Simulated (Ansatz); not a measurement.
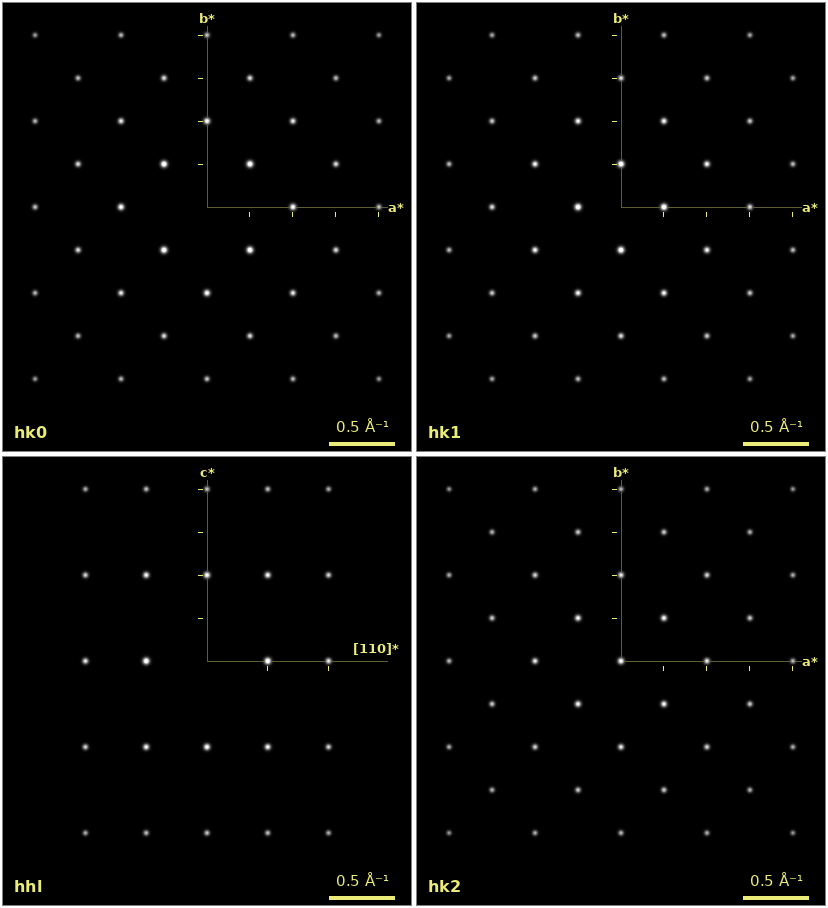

Simulated precession-type sections (X-rays; kinematic intensities, B = 0.5 Å²). The ticks mark integer indices of the conventional cell.

The compound is V. Structure: the input geometry of an electronic-structure calculation (not necessarily at equilibrium).

What cell do the layers give?

a* = 0.335, b* = 0.335, c* = 0.335 Å⁻¹; the cell is cubic with a = 2.98 Å.

List the systematic absences.

Reflections are present only under these conditions. hkl: h + k + l = 2n; hk0: h + k = 2n; hhl: l = 2n; h00: h = 2n. The lattice is body-centred (I).

Which space groups fit?

The intensities have Laue symmetry m-3m (the hk0 layer shows 4mm, hk1 shows 4mm). With these conditions the candidates are I432 (No. 211), I-43m (No. 217), Im-3m (No. 229). Diffraction geometry alone does not choose among them; the structure has Im-3m.
